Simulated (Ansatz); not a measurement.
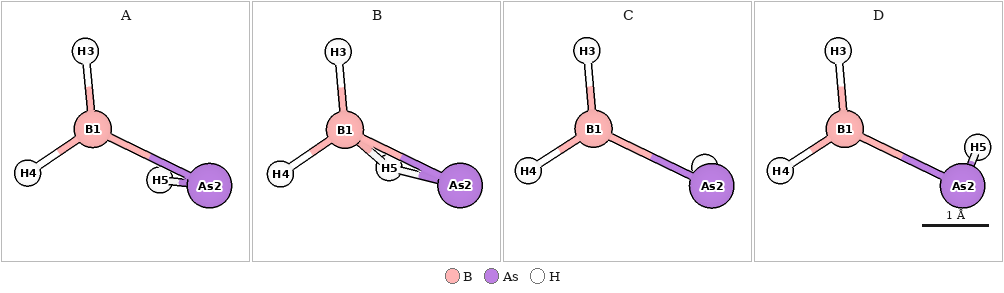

4 geometries from a converged minimum-energy path of BAsH3 (multiplicity 2), shuffled. The picture is a ball-and-stick view, seen at a tilt.

These are results of Ansatz, UKS PBE0-D4/def2-SVP, not measurements. Settings: 5 movable images; climbing image; force threshold 0.03 eV/Å; iteration limit 60; starting path through a guess of the saddle point.

**One of them is the converged climbing image. Which?**

A. In order along the path, whose images run from 0 to 6: D (image 1, +2.2 kJ/mol), C (image 2, +6.2 kJ/mol), A (image 4, +9.0 kJ/mol), B (image 6, +6.7 kJ/mol). No bond forms or breaks between the ends. Bond angles that change up to the highest image, for instance: B1–As2–H5 95.0° → 65.8°.

Cost: 2.4 min on 1 thread of AMD EPYC 7R43 64-Core Processor (Zen 3) (shared host), peak memory 0.16 GiB.
